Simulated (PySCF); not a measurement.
Consider C4H12FPSi2.

The calculation's input:

```
{"job": {"kind": "nmr", "xc": "PBE0", "basis": "pcSseg-1"}, "charge": 0, "multiplicity": 1}
C      2.242483     1.131262     0.342412
C      2.236903    -0.392919     0.438922
C      1.083932    -0.962283    -0.329108
C      1.296056    -1.643294    -1.440915
F      0.272504    -2.139019    -2.171205
Si    -0.679734    -0.621759     0.264248
P     -1.411317     1.176968    -0.842644
Si    -3.618886     0.961426    -0.637061
H      2.338370     1.441739    -0.695497
H      3.072685     1.545848     0.909312
H      1.312838     1.540256     0.733006
H      2.143976    -0.688080     1.486550
H      3.180098    -0.789683     0.054936
H      2.251427    -1.887724    -1.886966
H     -0.637786    -0.262891     1.686111
H     -1.481048    -1.837395     0.093010
H     -1.331530     0.599604    -2.094047
H     -3.948726     1.401410     0.717577
H     -4.224640     1.844425    -1.632824
H     -4.102753    -0.407211    -0.831839
```

Run with:

```sh
OMP_NUM_THREADS=1 python probes_run.py task.json out
```

Geometry: GFN2-xTB.

Level of theory: PySCF, PBE0/pcSseg-1, SCF density, gas phase, non-relativistic.

Q: What will maps of the electron density and electron localisation function show?

A: C–C (1.32 Å): the density is about 2.4 e/Å³ at the midpoint; the ELF peaks at about 0.90 between the atoms: a short, multiple covalent bond.
C–F (1.35 Å): ρ is about 2.2 e/Å³ halfway, with its minimum of 1.7 e/Å³ about 0.5 Å from C; the ELF peaks at about 0.85 between the atoms, as expected for a polar covalent bond.
C–Si (1.89 Å): the density is about 0.91 e/Å³ at the midpoint; the ELF peaks at about 0.95 between the atoms, as expected for a shared electron pair.
C–H (1.08 Å): the density is about 2.1 e/Å³ at the midpoint; the ELF climbs to about 1 towards the hydrogen, as it does in any bond to H: an ordinary covalent bond to hydrogen.

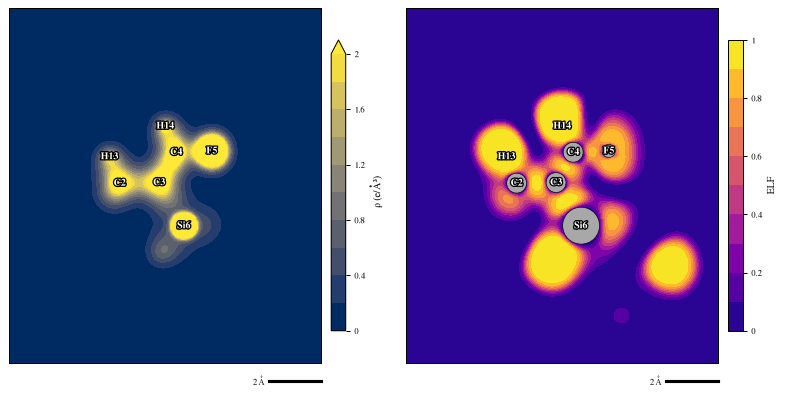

Computed electron density and electron localisation function on the plane of atoms F5, C4 and H14, in this order. Grey discs cover the atomic cores in the ELF map. 
